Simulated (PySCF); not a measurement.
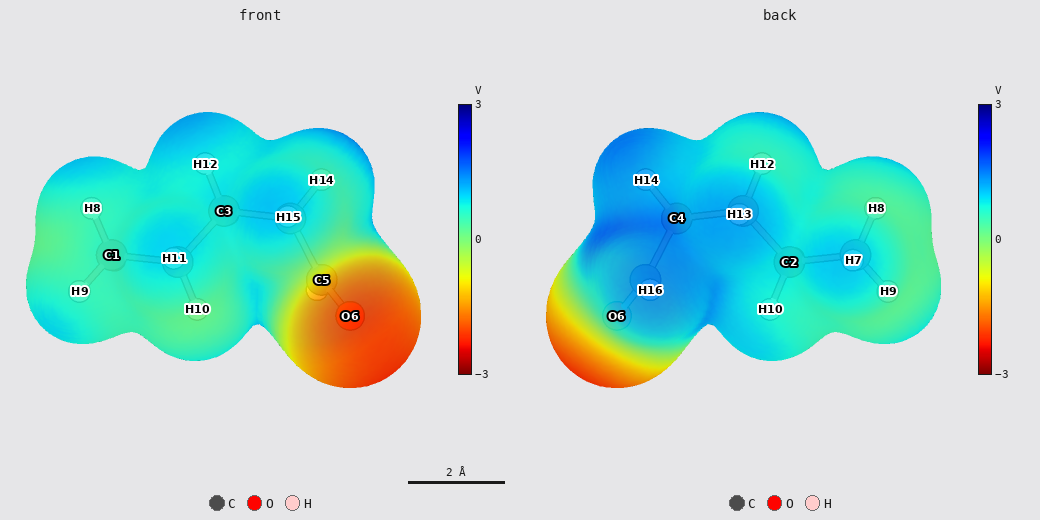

*C$_{5}$H$_{10}$O (SMILES CCCCC=O). The molecular electrostatic potential painted on the density surface at 0.004 e/bohr³, seen from the front and from behind; red is negative and blue positive.*

Geometry: GFN2-xTB.

The calculation used PySCF, PBE0/pcSseg-1, SCF density, in a chloroform solvent model, non-relativistic.

```yaml
atoms:
  - { symbol: C, position_ang: [-2.1516, -0.4587, -0.8123] }
  - { symbol: C, position_ang: [-0.6665, -0.6455, -0.5294] }
  - { symbol: C, position_ang: [-0.0884, 0.5305, 0.2557] }
  - { symbol: C, position_ang: [1.4046, 0.3438, 0.5266] }
  - { symbol: C, position_ang: [2.2041, 0.3542, -0.7420] }
  - { symbol: O, position_ang: [3.0914, -0.4026, -1.0171] }
  - { symbol: H, position_ang: [-2.3183, 0.4370, -1.4069] }
  - { symbol: H, position_ang: [-2.7074, -0.3602, 0.1178] }
  - { symbol: H, position_ang: [-2.5462, -1.3111, -1.3596] }
  - { symbol: H, position_ang: [-0.1234, -0.7506, -1.4718] }
  - { symbol: H, position_ang: [-0.5172, -1.5655, 0.0397] }
  - { symbol: H, position_ang: [-0.6177, 0.6277, 1.2057] }
  - { symbol: H, position_ang: [-0.2423, 1.4545, -0.3071] }
  - { symbol: H, position_ang: [1.7705, 1.1759, 1.1360] }
  - { symbol: H, position_ang: [1.5920, -0.5851, 1.0680] }
  - { symbol: H, position_ang: [1.9087, 1.1648, -1.4401] }
```

Where is the surface potential most negative and most positive?

Answer. The most negative region (about −2.1 V) lies over O6, the most positive (about +1.6 V) over the π face of C4 and C5. O6 is the likeliest acceptor of a hydrogen bond.

What dipole moment does the calculation give?

Answer. Its dipole moment is 3.44 D.
